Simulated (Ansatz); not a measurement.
# GeCNClF (SMILES N#[C][Ge]([F])[Cl]) at UCCSD(T)/cc-pVDZ

What is the vertical doublet–quartet gap of GeCNClF at UCCSD(T)/cc-pVDZ? 

The results are computed with Ansatz 0.2.0.

130 further runs of the same task are left out: 130 set aside as unsound or not needed.

**1. Starting point**

GeCNClF has 5 atoms, charge 0, and is taken as a doublet. SMILES: `N#[C][Ge]([F])[Cl]`. The coordinates come from a PBE0-D4/def2-TZVP relaxation.

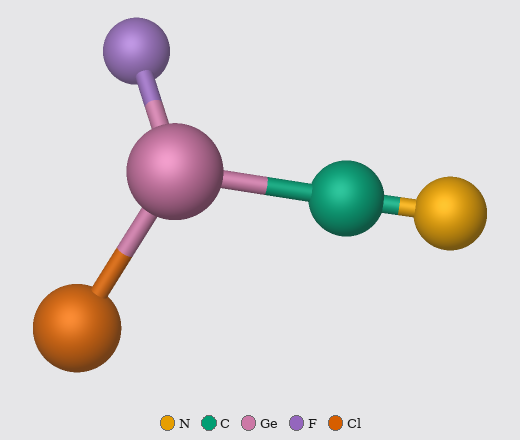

The structure, seen from a chosen angle (nitrogen amber, carbon teal, germanium pink, fluorine purple, chlorine orange).

**2. The energy at UCCSD(T)/cc-pVDZ**

File input.yaml:

```yaml
crystal:
  periodic: [false, false, false]
  atoms:
    - {symbol: N, position_ang: [1.169800, -1.332900, 1.557000]}
    - {symbol: C, position_ang: [0.647700, -0.755000, 0.707300]}
    - {symbol: Ge, position_ang: [-0.063200, 0.127200, -0.853400]}
    - {symbol: F, position_ang: [-1.722100, -0.343000, -0.913400]}
    - {symbol: Cl, position_ang: [0.017500, 2.230100, -0.539000]}
basis:
  gaussian:
    orbitals: cc-pVDZ
magnetization:
  spin_polarized: true
  initial_magnetization: 1
correlation:
  method: ccsd_t
  frozen_orbitals: {C: 1, Cl: 5, F: 1, Ge: 9, "N": 1}
accuracy: high
scf:
  omitted_lower_state_checks: [cluster_reference, increment]
```

The run is started by

```
$ ansatz run input.yaml --threads 1 --pin off --max-ram 3480MiB --events-out events.jsonl --progress --plain --runs-dir runs
```

Output (excerpt; [...] marks lines left out):

```text
Warning: RAYON_NUM_THREADS=1 ignored (pool sized by the plan → 1); use --threads N
Functional definition: HF
  name "HF"
[...]
1863 factors; integrals over basis functions are off by at most 4.4e-9 eV
[...]
mean field -74195.82901687 eV, -2726.6464246309 hartree, gradient 6.0e-8 eV, S^2 0.758354; 2 other end points of the search recorded, 0 dependent functions left out
17 core orbitals not correlated: weight in the atoms' cores, before any rotation towards them, 1.000 or more for the frozen orbitals, at most 0.000 for the correlated occupied ones
reference -74195.82901687 eV, -2726.6464246309 hartree; 19, 18 occupied and 51, 52 virtual orbitals, 1863 factors
second order -18.56993443 eV of doubles, -0.00000000 eV of singles
cycle   1  -18.43792576 eV  change    1.3e-1 eV  update   1.2e-1
[...]
cycle  25  -19.11473371 eV  change  -9.4e-10 eV  update   2.8e-9
perturbative correction -0.62452415 eV, -0.0229508393 hartree
Total energy: -74215.56827474 eV, -2727.3718289776 hartree
Checks for a lower state left out: cluster_reference, increment
```

It took 49 s on 1 thread of Intel Xeon 6975P-C (Granite Rapids), shared host; peak memory 0.88 GiB.

**3. The quartet**

File in.yaml:

```yaml
crystal:
  periodic: [false, false, false]
  atoms:
    - {symbol: "N", position_ang: [1.169800, -1.332900, 1.557000]}
    - {symbol: C, position_ang: [0.647700, -0.755000, 0.707300]}
    - {symbol: Ge, position_ang: [-0.063200, 0.127200, -0.853400]}
    - {symbol: F, position_ang: [-1.722100, -0.343000, -0.913400]}
    - {symbol: Cl, position_ang: [0.017500, 2.230100, -0.539000]}
basis:
  gaussian:
    orbitals: cc-pVDZ
scf:
  omitted_lower_state_checks: [cluster_reference, increment]
magnetization:
  spin_polarized: true
  initial_magnetization: 3
accuracy: high
correlation:
  method: ccsd_t
  frozen_orbitals: {C: 1, Cl: 5, F: 1, Ge: 9, "N": 1}
```

The run is started by

```
$ ansatz run in.yaml --threads 1 --pin off --max-ram 3480MiB --events-out events.jsonl --progress --plain --runs-dir runs
```

Output (excerpt; [...] marks lines left out):

```text
Warning: RAYON_NUM_THREADS=1 ignored (pool sized by the plan → 1); use --threads N
[... 2 set-up lines as earlier in the session ...]
[...]
1863 factors; integrals over basis functions are off by at most 4.4e-9 eV
[...]
mean field -74190.86910112 eV, -2726.4641510889 hartree, gradient 4.7e-8 eV, S^2 3.772595; 7 other end points of the search recorded, 0 dependent functions left out
17 core orbitals not correlated: weight in the atoms' cores, before any rotation towards them, 1.000 or more for the frozen orbitals, at most 0.000 for the correlated occupied ones
reference -74190.86910112 eV, -2726.4641510889 hartree; 20, 17 occupied and 50, 53 virtual orbitals, 1863 factors
second order -16.66276090 eV of doubles, -0.00000000 eV of singles
cycle   1  -17.19150836 eV  change   -5.3e-1 eV  update   1.1e-1
[...]
cycle  57  -17.82963536 eV  change    1.2e-9 eV  update   2.7e-9
perturbative correction -0.53664965 eV, -0.0197215110 hartree
Total energy: -74209.23538613 eV, -2727.1390996140 hartree
Checks for a lower state left out: cluster_reference, increment
```

Wall time 96 s (1 thread of Intel Xeon 6975P-C (Granite Rapids), shared host); peak memory 0.87 GiB.

**4. Summary of results**

Level: UCCSD(T)/cc-pVDZ, 17 core orbitals frozen.

```
                                             quantity           value
                                doublet: total energy  -2727.37183 Eh
doublet: correlation energy (17 core orbitals frozen)      -725.4 mEh
                              doublet: (T) correction      -22.95 mEh
           doublet: ⟨S²⟩ of the reference determinant           0.758
                               doublet: T1 diagnostic           0.014
                                quartet: total energy  -2727.13910 Eh
quartet: correlation energy (17 core orbitals frozen)      -674.9 mEh
                              quartet: (T) correction      -19.72 mEh
           quartet: ⟨S²⟩ of the reference determinant           3.773
                               quartet: T1 diagnostic           0.016
     vertical energy of the quartet above the doublet        6.333 eV
```

At this shape the quartet lies 6.33 eV (146 kcal/mol) above the doublet. The triples (doublet) make up 3.2 % of the correlation energy. The triples (quartet) make up 2.9 % of the correlation energy.
